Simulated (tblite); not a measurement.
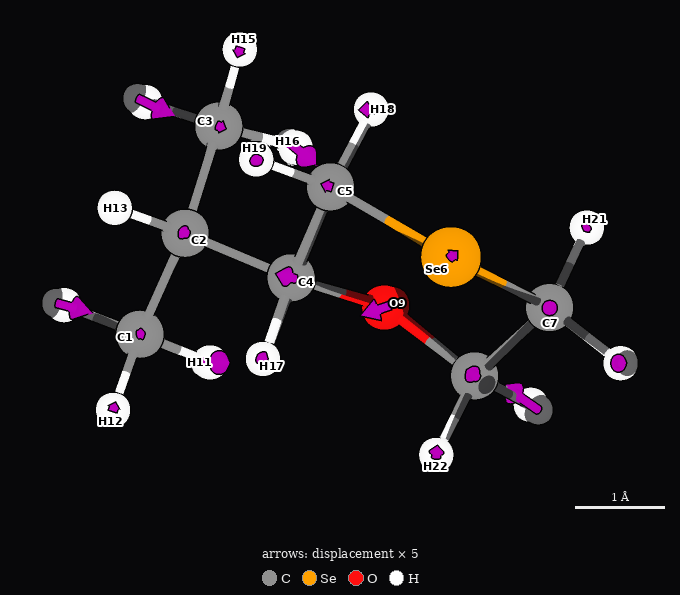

This is a relaxation of C7H14OSe. The starting structure is drawn faded, the final one solid; purple arrows show the displacements, magnified 5 times. The two geometries are superimposed by the best rigid fit.

The picture is a ball-and-stick view, seen at a tilt.

Level of theory: GFN2-xTB geometry optimisation, gas phase (tblite 0.8.0). 

**Which element moves most?**

Hydrogen: up to 0.14 Å, against 0.08 Å for oxygen.

**What did the optimiser do to the structure, and how much energy did it gain?**

The energy falls by 0.174 eV in 47 geometry steps. An H atom moves most after the best rigid fit: 0.14 Å. Largest moves by element: H 0.14 Å, O 0.08 Å, C 0.06 Å, Se 0.03 Å. Some distances before and after: C–H 1.131 → 1.096 Å, C–H 1.117 → 1.087 Å, C–Se 1.942 → 1.969 Å, C–C 1.547 → 1.525 Å. Bond angles that change, for instance: O–C–H 111.3° → 108.7°, O–C–H 107.8° → 105.3°, C–C–O 111.4° → 113.7°.
